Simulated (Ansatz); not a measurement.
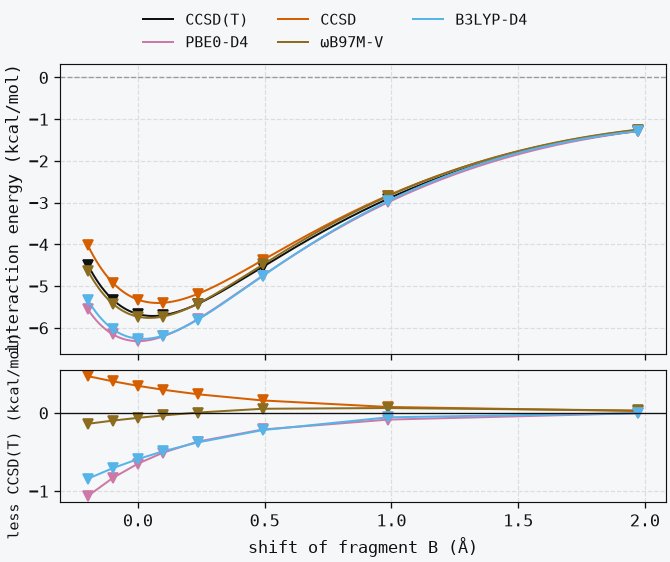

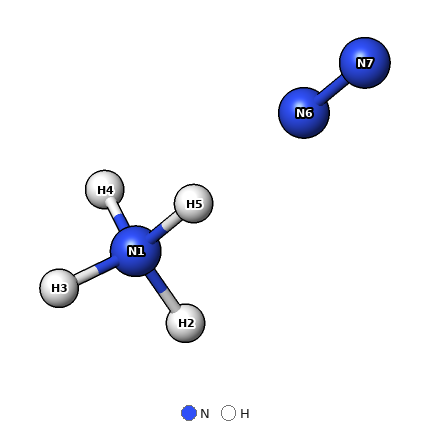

Interaction curve of the pair H₄N⁺ (A) and N₂ (B), SMILES [NH4+].N#N, from the arrangement drawn (closest contact, H···H pairs aside, H5···N6 1.97 Å; others can bind more strongly), without the energy that it costs to deform the partners. The Ansatz code, def2-TZVPPD, cores frozen in correlated methods. Fragment B of a pair is moved rigidly from the minimum (PBE0-D4/def2-TZVP) along the line between the fragments' mean atom positions; interaction energies with counterpoise. Splines pass through the computed points, which are marked.

Which curve follows CCSD(T) best, and which worst?

Answer. Best ωB97M-V, worst PBE0-D4; largest departures, offsets in depth included: ωB97M-V 0.14, CCSD 0.47, B3LYP-D4 0.84, PBE0-D4 1.06 kcal/mol. CCSD(T) is in the same finite basis, not at its limit.

Give the values at the computed points.

Answer. In kcal/mol:
```
shift of fragment B (Å)  CCSD(T)  PBE0-D4   CCSD  ωB97M-V  B3LYP-D4
                  −0.20    −4.49    −5.55  −4.02    −4.63     −5.33
                  −0.10    −5.32    −6.15  −4.92    −5.42     −6.03
                   0.00    −5.67    −6.32  −5.32    −5.73     −6.26
                   0.10    −5.70    −6.20  −5.40    −5.73     −6.19
                   0.24    −5.42    −5.79  −5.18    −5.42     −5.80
                   0.49    −4.53    −4.74  −4.37    −4.48     −4.75
                   0.99    −2.91    −2.99  −2.83    −2.84     −2.96
                   1.97    −1.28    −1.28  −1.26    −1.25     −1.28
```
